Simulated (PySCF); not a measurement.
# C$_{6}$H$_{16}$Cl$_{2}$N$_{2}$Sn: excited-state calculation

- system: C$_{6}$H$_{16}$Cl$_{2}$N$_{2}$Sn (SnCl2(NHiPr)2), SMILES CC(C)[NH][Sn]([Cl])([Cl])[NH]C(C)C
- method: TDDFT CAM-B3LYP/def2-SVPD, vertical, gas phase, core orbitals frozen in the response (PySCF 2.14.0)

The geometry comes from this level: PBE0-D3(BJ)/def2-SVP. It belongs to a series of runs on one base structure; here: two ligands: Me to NHiPr.

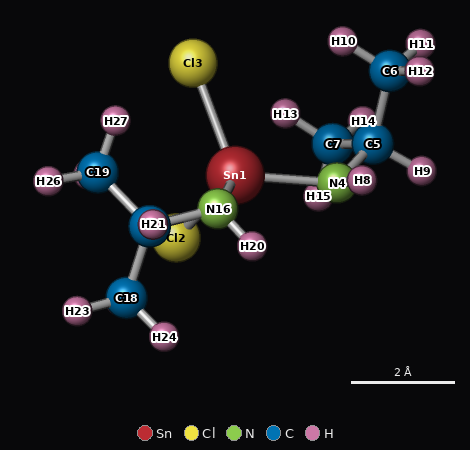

Fig. 1: The input geometry (ball-and-stick view, seen at an oblique angle; atoms are numbered from 1 in the order of the input). Sticks mark near contacts. Bond lengths as drawn: Cl–Sn 2.36 Å, C–C 1.52 to 1.53 Å, C–H 1.10 to 1.11 Å, C–N 1.46 Å, H–N 1.02 Å and N–Sn 2.02 Å.

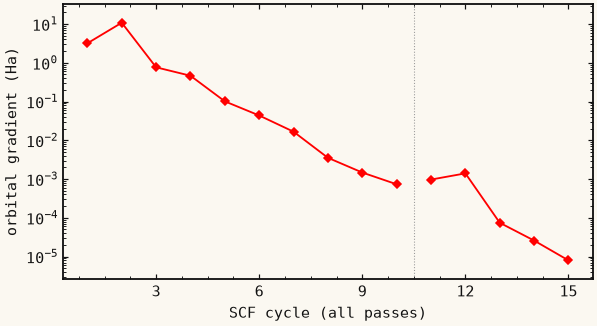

Fig. 2: Convergence of the self-consistent field: orbital gradient against the SCF cycle. The dotted line marks the change from a coarse to the final integration grid. The first 10 cycles use a coarse grid, the final grid takes over at cycle 11, and the field converges after 15 cycles in all.

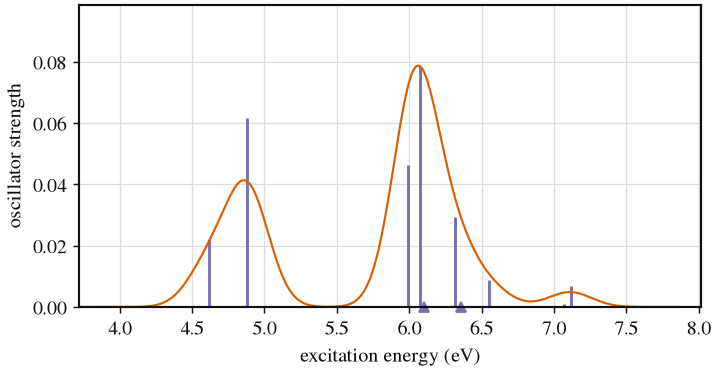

Fig. 3: Computed excitations as sticks (degenerate states added up, dark ones marked on the axis), with a Gaussian envelope of 0.35 eV full width at half maximum, scaled to the tallest. Of the 10 states the lowest lies at 4.62 eV (f = 0.022); the strongest line is at 6.08 eV, or 204 nm (f = 0.079).

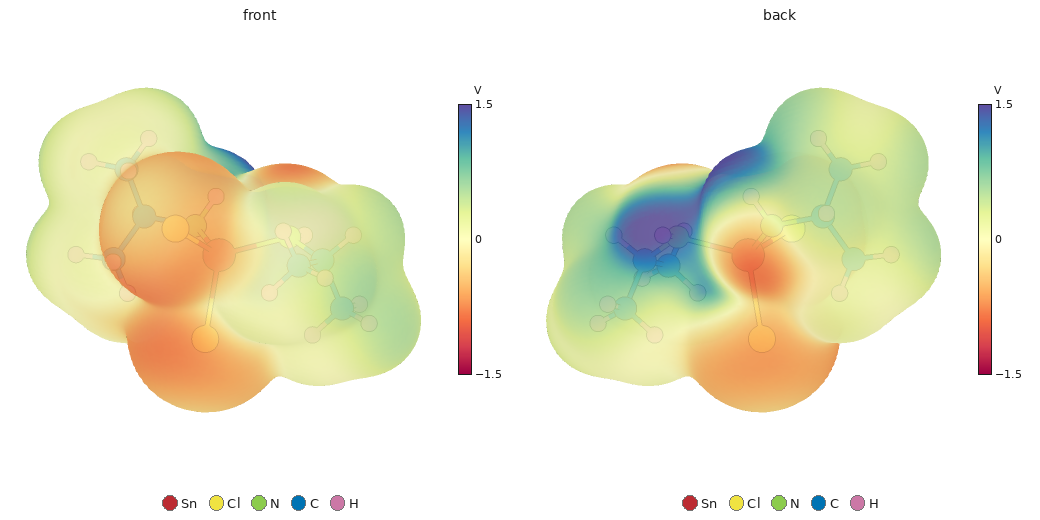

Fig. 4: The electrostatic potential painted on the density surface at 0.001 e/bohr³, seen at a tilt and from behind; the colour scale runs from red (negative) to blue (positive). Its dipole moment is 3.04 D.

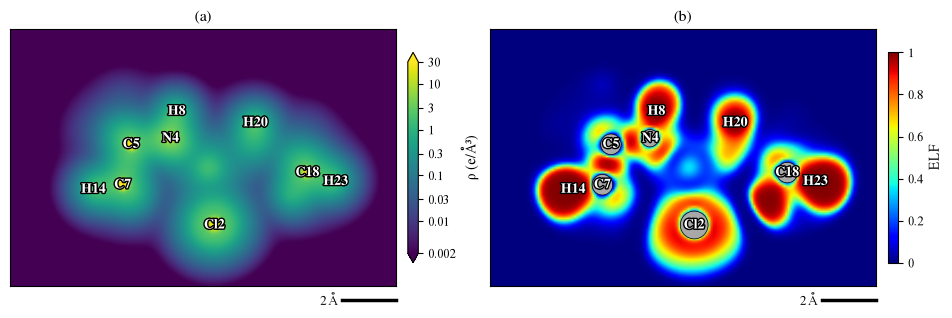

Fig. 5: (a) electron density; (b) ELF on the plane of atoms C5, C7 and H14. Grey discs, where drawn, cover atomic cores. The section cuts through Cl, N, C and H sites. C–C (1.52 Å): ρ at the midpoint is about 1.7 e/Å³; the ELF peaks at about 0.95 between the atoms (a covalent bond). C–H (1.10 Å): ρ is about 1.9 e/Å³ halfway; the ELF climbs to about 1 towards the hydrogen (a covalent bond by its length).

The input and output of the run follow.

**The input**
```
{"job": {"kind": "uv", "xc": "CAM-B3LYP", "basis": "def2-SVPD", "ip": false, "nstates": 10}, "charge": 0, "multiplicity": 1}
Sn     0.127217    -0.001452     0.233421
Cl    -0.065940    -0.343613     2.555990
Cl     2.444177     0.294893    -0.072806
N     -0.959556     1.605856    -0.313354
C     -0.504614     2.977613    -0.094792
C      0.460865     3.460435    -1.172542
C      0.091343     3.125856     1.295451
H     -1.305741     1.480785    -1.263852
H     -1.410781     3.612780    -0.136828
H      1.390715     2.869896    -1.150277
H      0.721753     4.520833    -1.029238
H      0.016091     3.359201    -2.175535
H      1.051617     2.586131     1.372498
H      0.298336     4.182587     1.517886
H     -0.588667     2.733893     2.065283
N     -0.549270    -1.548380    -0.871929
C     -0.238584    -2.942993    -0.564235
C     -1.134427    -3.527767     0.522710
C      1.231369    -3.097825    -0.214454
H     -1.546042    -1.427304    -1.048751
H     -0.416283    -3.510413    -1.498511
H     -0.964795    -3.011708     1.481420
H     -0.934952    -4.601081     0.668804
H     -2.199002    -3.419042     0.261130
H      1.458872    -2.627915     0.758604
H      1.499081    -4.160957    -0.128698
H      1.874636    -2.635929    -0.976964
```

The first line tells a small driver script what to run in PySCF; the rest is the geometry in Å.

Command:
```bash
OMP_NUM_THREADS=2 python <driver script> task.json out
```

**Output**
```
coarse grid: 101536 points
cycle   1  E = -1479.2436207509  dE = -2.031e+01  |g| = 3.186e+00  |ddm| = 2.206e+01
cycle   2  E = -1428.4957362724  dE =  5.075e+01  |g| = 1.083e+01  |ddm| = 3.017e+02
cycle   3  E = -1481.7451755243  dE = -5.325e+01  |g| = 7.652e-01  |ddm| = 3.030e+02
cycle   4  E = -1481.8280731265  dE = -8.290e-02  |g| = 4.636e-01  |ddm| = 3.957e+00
cycle   5  E = -1481.8815335256  dE = -5.346e-02  |g| = 1.012e-01  |ddm| = 9.965e-01
cycle   6  E = -1481.8839911020  dE = -2.458e-03  |g| = 4.369e-02  |ddm| = 2.236e-01
cycle   7  E = -1481.8845116914  dE = -5.206e-04  |g| = 1.665e-02  |ddm| = 1.487e-01
cycle   8  E = -1481.8845905138  dE = -7.882e-05  |g| = 3.531e-03  |ddm| = 3.496e-02
cycle   9  E = -1481.8846036752  dE = -1.316e-05  |g| = 1.471e-03  |ddm| = 2.662e-02
cycle  10  E = -1481.8846051359  dE = -1.461e-06  |g| = 7.328e-04  |ddm| = 9.497e-03
final grid: 212720 points
cycle  11  E = -1481.8845872322  dE = -1.263e-07  |g| = 9.691e-04  |ddm| = 1.385e-02
cycle  12  E = -1481.8845870240  dE =  2.082e-07  |g| = 1.400e-03  |ddm| = 3.576e-03
cycle  13  E = -1481.8845874552  dE = -4.311e-07  |g| = 7.432e-05  |ddm| = 1.870e-03
cycle  14  E = -1481.8845874573  dE = -2.099e-09  |g| = 2.581e-05  |ddm| = 2.186e-04
cycle  15  E = -1481.8845874580  dE = -7.085e-10  |g| = 7.948e-06  |ddm| = 2.311e-04
converged SCF energy = -1481.8845874580

Static polarisability (au): isotropic 154.153, principal 139.847 145.805 176.806

Singlet excitations
state   eV       nm        f      main configurations
  1   4.6199    268.4   0.02218   H->L 0.94
  2   4.8820    254.0   0.06165   H-1->L 0.93
  3   5.9917    206.9   0.04652   H-3->L 0.57, H-2->L 0.34
  4   6.0763    204.0   0.07882   H-2->L 0.53, H-3->L 0.34
  5   6.1045    203.1   0.00051   H-4->L 0.91
  6   6.3136    196.4   0.02929   H-5->L 0.83, H-6->L 0.08
  7   6.3560    195.1   0.00006   H->L+1 0.77
  8   6.5524    189.2   0.00882   H-1->L+1 0.71, H->L+2 0.15
  9   7.0680    175.4   0.00112   H->L+3 0.23, H->L+2 0.18, H-1->L+2 0.15
 10   7.1165    174.2   0.00679   H-1->L+3 0.24, H->L+2 0.22, H-1->L+5 0.09

Triplet excitations (Tamm-Dancoff, eV): 4.1401 4.2654 5.4876 5.5749
```

**Summary**

```csv
quantity,value
outcome,converged
total energy,−1481.884587 hartree
HOMO,−8.57 eV
LUMO,−0.76 eV
dipole moment,3.04 D
mean polarisability,154.15 a.u.
lowest singlet excitation,4.62 eV
hardware,"2 CPU threads, shared host"
wall time,6.2 min (CPU time 13 min)
peak memory,3.6 GiB
```

**Remarks**

Spin–orbit coupling is left out, which matters for the heavy atoms.
